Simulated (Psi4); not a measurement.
# BH3 (SMILES B) at 3 levels

Aim: a comparison of 3 runs (TPSS/def2-TZVPPD, revPBE/def2-TZVPPD, CCSD/def2-TZVPPD) of BH3. 

The calculation is run with Psi4 1.11.

**1. The structure to begin with**

BH3: 4 atoms, total charge 0, spin state singlet. As SMILES, `B`. The B1–H3 distance was set to 1.790 Å, away from the relaxed value. At this shape a bond of the SMILES string is far longer than usual.

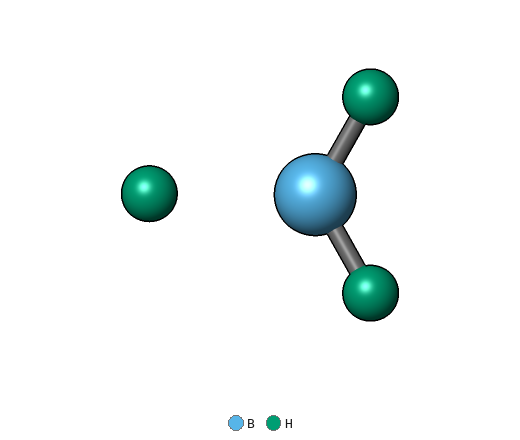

The structure, seen from a chosen angle (boron blue, hydrogen teal).

**2. Energy and forces at TPSS/def2-TZVPPD (run 1)**

The input, input.json:

```json
{
  "schema_name": "qcschema_input",
  "schema_version": 1,
  "molecule": {
    "schema_name": "qcschema_molecule",
    "schema_version": 2,
    "symbols": ["B", "H", "H", "H"],
    "geometry": [0.30035307, 1.06431454, -0.05508174, 2.13017488, 1.81415787, 1.02943209, -0.52194236, -2.21438107, 0.08125822, -0.98144816, 2.5005064, -1.23011344],
    "molecular_charge": 0,
    "molecular_multiplicity": 1,
    "fix_symmetry": "c1"
  },
  "driver": "gradient",
  "model": {
    "method": "tpss",
    "basis": "def2-TZVPPD"
  },
  "keywords": {
    "puream": true,
    "e_convergence": 1e-09,
    "d_convergence": 1e-08,
    "scf_type": "pk",
    "dft_radial_points": 99,
    "dft_spherical_points": 590
  }
}
```

Started as:

```bash
$ psi4 --qcschema input.json -n 1 --memory 1600MB
```

stdout:

```text
[...]
  Running in c1 symmetry.
[...]
  Nuclear repulsion =    6.574802649345302
[...]
  Multiplicity = 1
[...]
  Nalpha       = 4
  Nbeta        = 4
[...]
    Number of basis functions: 88
[...]
   @RKS iter   1:   -26.49568690901487   -4.57199e-01   3.18868e-03 ADIIS/DIIS
[...]
   @RKS iter   9:   -26.56039267638261   -2.41940e-12   3.26084e-09 DIIS
[...]
    Orbital Energies [Eh]
    ---------------------
    Doubly Occupied:
       1A     -6.665787     2A     -0.474208     3A     -0.339697
       4A     -0.269820
[...]
  @RKS Final Energy:   -26.56039267638261
   => Energetics <=
    Nuclear Repulsion Energy =              6.5748026493453020
    One-Electron Energy =                 -47.3036661773712979
    Two-Electron Energy =                  19.2022521370869548
    DFT Exchange-Correlation Energy =      -5.0337812854435704
    Empirical Dispersion Energy =           0.0000000000000000
    VV10 Nonlocal Energy =                  0.0000000000000000
    Total Energy =                        -26.5603926763826124
[...]
  -Total Gradient:
     Atom            X                  Y                   Z
    ------   -----------------  -----------------  -----------------
       1        0.014736127315     0.058768031675    -0.002464240897
       2        0.000732498044     0.007240716144    -0.001029832595
       3       -0.018257025661    -0.072786338838     0.003028945198
       4        0.002788461250     0.006777836832     0.000465119055
[...]
```

The result, in JSON:

```text
{
 "driver": "gradient",
 "model": {
  "method": "tpss",
  "basis": "def2-TZVPPD"
 },
 "success": true,
 "return_result": [0.014736127314784839, 0.05876803167502204, -0.002464240897213746, 0.0007324980437722062, 0.007240716144482476, -0.0010298325949396336, -0.018257025660574147, -0.0727863388380636, 0.0030289451983223662, 0.0027884612504627676, 0.006777836832178391, 0.00046511905540902454],
 "properties": {
  "calcinfo_nbasis": 88,
  "calcinfo_nmo": 88,
  "calcinfo_nalpha": 4,
  "calcinfo_nbeta": 4,
  "calcinfo_natom": 4,
  "nuclear_repulsion_energy": 6.574802649345302,
  "return_energy": -26.560392676382612,
  "return_gradient": [0.014736127314784839, 0.05876803167502204, -0.002464240897213746, 0.0007324980437722062, 0.007240716144482476, -0.0010298325949396336, -0.018257025660574147, -0.0727863388380636, 0.0030289451983223662, 0.0027884612504627676, 0.006777836832178391, 0.00046511905540902454],
  "scf_one_electron_energy": -47.3036661773713,
  "scf_two_electron_energy": 19.202252137086955,
  "scf_xc_energy": -5.03378128544357,
  "scf_dipole_moment": [0.09331175967092326, 0.37200966651605194, -0.015509713740446546],
  "scf_total_energy": -26.560392676382612,
  "scf_total_gradient": [0.014736127314784839, 0.05876803167502204, -0.002464240897213746, 0.0007324980437722062, 0.007240716144482476, -0.0010298325949396336, -0.018257025660574147, -0.0727863388380636, 0.0030289451983223662, 0.0027884612504627676, 0.006777836832178391, 0.00046511905540902454],
  "scf_iterations": 9
 }
}
```

It took 16 s on 1 thread of Intel Xeon 6975P-C (Granite Rapids), shared host; peak memory 0.79 GiB.

**3. Energy and gradient at revPBE/def2-TZVPPD (run 2)**

Edit input.json of step 2 so:

```diff
@@ -10,3 +10,5 @@
     "molecular_multiplicity": 1,
-    "fix_symmetry": "c1"
+    "fix_symmetry": "c1",
+    "fix_com": true,
+    "fix_orientation": true
   },
@@ -14,3 +16,3 @@
   "model": {
-    "method": "tpss",
+    "method": "revpbe",
     "basis": "def2-TZVPPD"
```

Started as:

```bash
$ psi4 --qcschema input.json -n 1 --memory 1600MB
```

stdout:

```text
[...]
  Running in c1 symmetry.
[...]
  Nuclear repulsion =    6.574802649345302
[...]
  Multiplicity = 1
[...]
  Nalpha       = 4
  Nbeta        = 4
[...]
    Number of basis functions: 88
[...]
   @RKS iter   1:   -26.45916616657889   -4.19683e-01   3.53478e-03 ADIIS/DIIS
[...]
   @RKS iter   9:   -26.53949844803532   -1.76961e-11   3.65800e-09 DIIS
[...]
    Orbital Energies [Eh]
    ---------------------
    Doubly Occupied:
       1A     -6.586896     2A     -0.460756     3A     -0.329098
       4A     -0.263371
[...]
  @RKS Final Energy:   -26.53949844803532
   => Energetics <=
    Nuclear Repulsion Energy =              6.5748026493453020
    One-Electron Energy =                 -47.3083879741507474
    Two-Electron Energy =                  19.1999467139219746
    DFT Exchange-Correlation Energy =      -5.0058598371518483
    Empirical Dispersion Energy =           0.0000000000000000
    VV10 Nonlocal Energy =                  0.0000000000000000
    Total Energy =                        -26.5394984480353209
[...]
  -Total Gradient:
     Atom            X                  Y                   Z
    ------   -----------------  -----------------  -----------------
       1        0.015170398390     0.060503525953    -0.002535337917
       2       -0.002513272742     0.005591834704    -0.002886294912
       3       -0.017568151623    -0.070040021369     0.002914654264
       4        0.004911047463     0.003944748103     0.002506975479
[...]
```

The result, in JSON:

```text
{
 "driver": "gradient",
 "model": {
  "method": "revpbe",
  "basis": "def2-TZVPPD"
 },
 "success": true,
 "return_result": [0.015170398389712951, 0.06050352595341062, -0.0025353379165175835, -0.00251327274179039, 0.005591834703862875, -0.002886294911899401, -0.017568151623261592, -0.07004002136929321, 0.00291465426415545, 0.004911047462747453, 0.003944748102659407, 0.002506975478877224],
 "properties": {
  "calcinfo_nbasis": 88,
  "calcinfo_nmo": 88,
  "calcinfo_nalpha": 4,
  "calcinfo_nbeta": 4,
  "calcinfo_natom": 4,
  "nuclear_repulsion_energy": 6.574802649345302,
  "return_energy": -26.53949844803532,
  "return_gradient": [0.015170398389712951, 0.06050352595341062, -0.0025353379165175835, -0.00251327274179039, 0.005591834703862875, -0.002886294911899401, -0.017568151623261592, -0.07004002136929321, 0.00291465426415545, 0.004911047462747453, 0.003944748102659407, 0.002506975478877224],
  "scf_one_electron_energy": -47.30838797415075,
  "scf_two_electron_energy": 19.199946713921975,
  "scf_xc_energy": -5.005859837151848,
  "scf_dipole_moment": [0.08992546886264474, 0.35851094135478956, -0.01494682788166668],
  "scf_total_energy": -26.53949844803532,
  "scf_total_gradient": [0.015170398389712951, 0.06050352595341062, -0.0025353379165175835, -0.00251327274179039, 0.005591834703862875, -0.002886294911899401, -0.017568151623261592, -0.07004002136929321, 0.00291465426415545, 0.004911047462747453, 0.003944748102659407, 0.002506975478877224],
  "scf_iterations": 9
 }
}
```

It took 8.1 s on 1 thread of Intel Xeon 6975P-C (Granite Rapids), shared host; peak memory 0.89 GiB.

**4. The energy at CCSD/def2-TZVPPD (run 3)**

The input, job.py:

```python
import psi4

psi4.set_memory(1600000000)
psi4.set_num_threads(1)
psi4.core.set_output_file('output.dat', False)

molecule = psi4.geometry("""
0 1
B
H 1 1.193489
H 1 1.7902 2 120.00312
H 1 1.193451 2 119.99514 3 179.98696
units angstrom
symmetry c1
""")

psi4.set_options({
    'basis': 'def2-TZVPPD',
    'puream': True,
    'e_convergence': 1e-09,
    'd_convergence': 1e-08,
    'scf_type': 'pk',
    'num_frozen_docc': 1,
})

e, wfn = psi4.energy("ccsd", return_wfn=True)
print('E =', round(e, 9))
for k, v in sorted(psi4.core.scalar_variables().items()):
    print(f'{k:45s} {v:18.10f}')
```

Started as:

```bash
$ python job.py
```

output.dat:

```text
[...]
  Running in c1 symmetry.
[...]
  Nuclear repulsion =    6.574803468149619
[...]
  Multiplicity = 1
[...]
  Nalpha       = 4
  Nbeta        = 4
[...]
    Number of basis functions: 88
[...]
   @RHF iter   1:   -26.31843307196435   -7.87931e-01   9.15977e-04 ADIIS/DIIS
[...]
   @RHF iter   8:   -26.32672588770637   -2.15934e-11   4.74466e-09 DIIS
[...]
    Orbital Energies [Eh]
    ---------------------
    Doubly Occupied:
       1A     -7.679218     2A     -0.696945     3A     -0.523274
       4A     -0.407198
[...]
  @RHF Final Energy:   -26.32672588770637
   => Energetics <=
    Nuclear Repulsion Energy =              6.5748034681496188
    One-Electron Energy =                 -47.1897893248268616
    Two-Electron Energy =                  14.2882599689708698
    Total Energy =                        -26.3267258877063739
[...]
 Multipole Moments:
 ------------------------------------------------------------------------------------
     Multipole            Electronic (a.u.)      Nuclear  (a.u.)        Total (a.u.)
 ------------------------------------------------------------------------------------
 L = 1.  Multiply by 2.5417464519 to convert [e a0] to [Debye]
 Dipole X            :         -0.0002345            0.0001891           -0.0000453
 Dipole Y            :         -0.8204399            0.4154143           -0.4050256
 Dipole Z            :          0.4737066           -0.2398525            0.2338541
 Magnitude           :                                                    0.4676895
[...]
      * MP2 total energy                      =  -26.442067986409583
[...]
      * CCSD total energy                     =  -26.468137538048421
```

Standard output:

```text
E = -26.468137538
CC D1 DIAGNOSTIC                                    0.0328492713
CC D2 DIAGNOSTIC                                    0.2054873505
CC NEW D1 DIAGNOSTIC                                0.0328492713
CC T1 DIAGNOSTIC                                    0.0140485612
CCSD CORRELATION ENERGY                            -0.1414116503
CCSD DOUBLES ENERGY                                -0.1414116503
CCSD ITERATIONS                                    15.0000000000
CCSD OPPOSITE-SPIN CORRELATION ENERGY              -0.1301009844
CCSD SAME-SPIN CORRELATION ENERGY                  -0.0113106659
CCSD SINGLES ENERGY                                 0.0000000000
CCSD TOTAL ENERGY                                 -26.4681375380
CURRENT CORRELATION ENERGY                         -0.1414116503
CURRENT ENERGY                                    -26.4681375380
CURRENT REFERENCE ENERGY                          -26.3267258877
DD SOLVATION ENERGY                                 0.0000000000
HF KINETIC ENERGY                                  26.0045455782
HF POTENTIAL ENERGY                               -52.3312714659
HF TOTAL ENERGY                                   -26.3267258877
HF VIRIAL RATIO                                     2.0123893843
MP2 CORRELATION ENERGY                             -0.1153420987
MP2 DOUBLES ENERGY                                 -0.1153420987
MP2 OPPOSITE-SPIN CORRELATION ENERGY               -0.1046565550
MP2 SAME-SPIN CORRELATION ENERGY                   -0.0106855437
MP2 SINGLES ENERGY                                 -0.0000000000
MP2 TOTAL ENERGY                                  -26.4420679864
NUCLEAR REPULSION ENERGY                            6.5748034681
ONE-ELECTRON ENERGY                               -47.1897893248
PCM POLARIZATION ENERGY                             0.0000000000
PE ENERGY                                           0.0000000000
SCF ITERATION ENERGY                              -26.3267258877
SCF ITERATIONS                                      8.0000000000
SCF TOTAL ENERGY                                  -26.3267258877
TWO-ELECTRON ENERGY                                14.2882599690
```

It took 9.3 s on 1 thread of Intel Xeon 6975P-C (Granite Rapids), shared host; peak memory 0.96 GiB.

**5. All runs side by side**

| run | level | task | frozen core orbitals | energy (Eh) | dipole moment (D) | HOMO energy (eV) | LUMO energy (eV) | wall time |
| --- | --- | --- | --- | --- | --- | --- | --- | --- |
| 1 | TPSS/def2-TZVPPD | gradient | 0 | -26.560393 | 0.98 | -7.34 | -3.06 | 16 s |
| 2 | revPBE/def2-TZVPPD | gradient | 0 | -26.539498 | 0.94 | -7.17 | -3.28 | 8.1 s |
| 3 | CCSD/def2-TZVPPD | energy | 1 | -26.468138 | – | -11.08 | 1.15 | 9.3 s |

**6. Summary of results**

| quantity | value |
| --- | --- |
| run 3: total energy | -26.46814 Eh |
| run 3: HOMO energy (Hartree–Fock orbitals) | -11.08 eV |
| run 3: LUMO energy (Hartree–Fock orbitals) | 1.15 eV |
| run 3: HOMO–LUMO gap (Hartree–Fock orbitals) | 12.23 eV |
| run 3: correlation energy (1 core orbital frozen) | -141.4 mEh |
| run 3: T1 diagnostic | 0.014 |

In words: Totals of different functionals can't be ranked against each other. In all runs a closed-shell determinant meets a far-stretched bond; if it breaks into open shells, such a determinant describes it badly, and no broken-symmetry solution was shown. All runs together took 33 s, the longest 16 s.
